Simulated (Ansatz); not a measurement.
**Ge₂H₄O₂: density, localisation and related maps**

Input

```
crystal:
  periodic: [false, false, false]
  atoms:
    - {symbol: Ge, position_ang: [-0.601474, -0.439905, 1.076031]}
    - {symbol: H, position_ang: [-1.273623, -1.836605, 1.162784]}
    - {symbol: H, position_ang: [-0.710499, 0.385311, 2.386456]}
    - {symbol: O, position_ang: [1.105071, -0.506132, 0.410801]}
    - {symbol: Ge, position_ang: [0.601493, 0.439959, -1.076012]}
    - {symbol: H, position_ang: [0.710283, -0.385605, -2.386235]}
    - {symbol: H, position_ang: [1.273756, 1.836580, -1.163163]}
    - {symbol: O, position_ang: [-1.104996, 0.506397, -0.410664]}
basis:
  gaussian: {orbitals: def2-TZVP, initial_orbitals: start.molden}
hamiltonian: {xc: pbe0, dispersion: d4}
scf: {omitted_lower_state_checks: [starts]}
output: {orbitals: {seedname: orbitals}}
```

Command:

```sh
ansatz run in.yaml --threads 4 --pin off --events-out ev --progress --plain --max-ram 3916MiB
```

Geometry: PBE-D4/def2-SVP.

All numbers below come from Ansatz 0.2.0, RKS PBE0-D4/def2-TZVP.

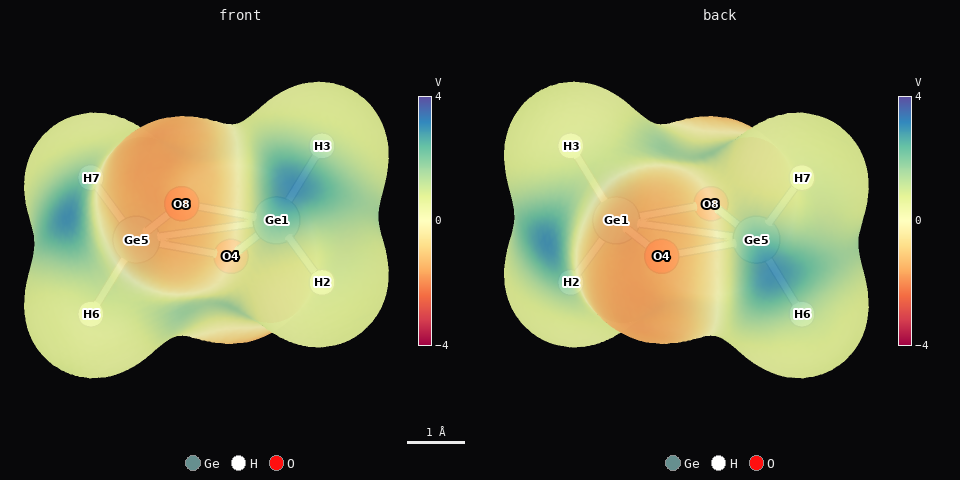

Figure 1. The electrostatic potential painted on the density surface at 0.004 e/bohr³, seen from the front and from behind; the colour scale runs from red (negative) to blue (positive).

Question: Describe the electrostatic potential map.

Answer: The most negative region (about −1.8 V) lies over O4 and O8, the most positive (about +3.0 V) over Ge1 and Ge5.

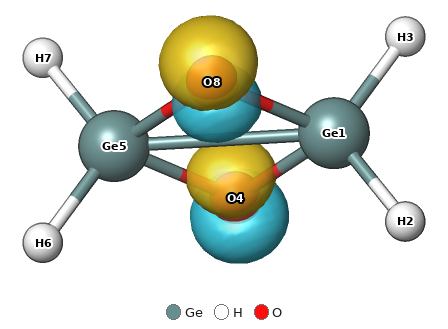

Figure 2. The HOMO−1 at ±0.3 Å⁻³ᐟ² (yellow and cyan are the two phases), seen at a tilt.

Question: What is the character of this orbital?

Answer: Its weight (Hirshfeld) is mainly on O4 (about 45 %), O8 (about 45 %), Ge1 (about 5 %) and Ge5 (about 5 %); it is ungerade (odd under inversion); largely a combination of lone pairs on O4 and O8. Its energy is −8.55 eV.

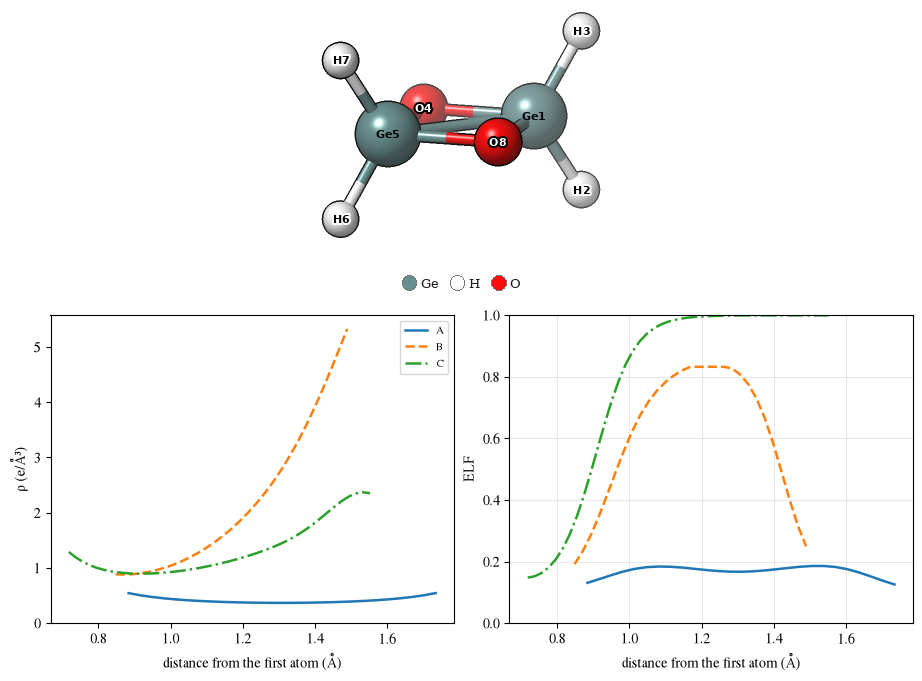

Figure 3. Electron density and ELF along straight lines between neighbouring atoms. The curves leave out the atomic cores. The structure is drawn too.

Question: Which curve belongs to which contact (Ge–Ge, Ge–H and Ge–O)? The first atom named is at distance zero.

Answer: Curve A: Ge–Ge (2.62 Å): ρ is about 0.37 e/Å³ halfway; the ELF is about 0.15 at the midpoint. Curve B: Ge–O (1.83 Å): ρ at the midpoint is about 0.9 e/Å³; the ELF peaks at about 0.85 in the valence shell of O, 0.6 Å from its nucleus, and is about 0.35 at the midpoint. Curve C: Ge–H (1.55 Å): ρ at the midpoint is about 1 e/Å³; the ELF climbs to about 1 towards the hydrogen.

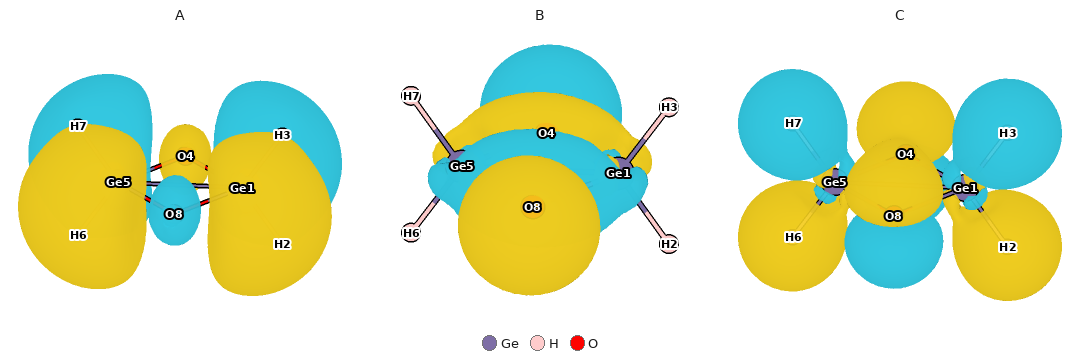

Figure 4. Three frontier orbitals at ±0.06 Å⁻³ᐟ² (yellow and cyan are the two phases), in no order.

Question: Which picture is the HOMO−1, the HOMO and the LUMO?

Answer: B is the HOMO−1 (−8.55 eV). It lies mainly on O4 (about 45 %), O8 (about 45 %), Ge1 (about 5 %) and Ge5 (about 5 %); it is ungerade (odd under inversion); largely a combination of lone pairs on O4 and O8. C is the HOMO (−8.14 eV). By Hirshfeld shares it lies mainly on O4 (about 25 %), O8 (about 25 %), Ge1 (about 10 %), Ge5 (about 10 %), H2 (about 10 %), H3 (about 10 %), H6 (about 10 %) and H7 (about 10 %); it is ungerade (odd under inversion). A is the LUMO (−0.90 eV). By Hirshfeld shares it lies mainly on Ge1 (about 35 %) and Ge5 (about 35 %); it is ungerade (odd under inversion); π-bonding across Ge1–Ge5.

Question: What is the HOMO–LUMO gap?

Answer: 7.24 eV between the orbital energies.
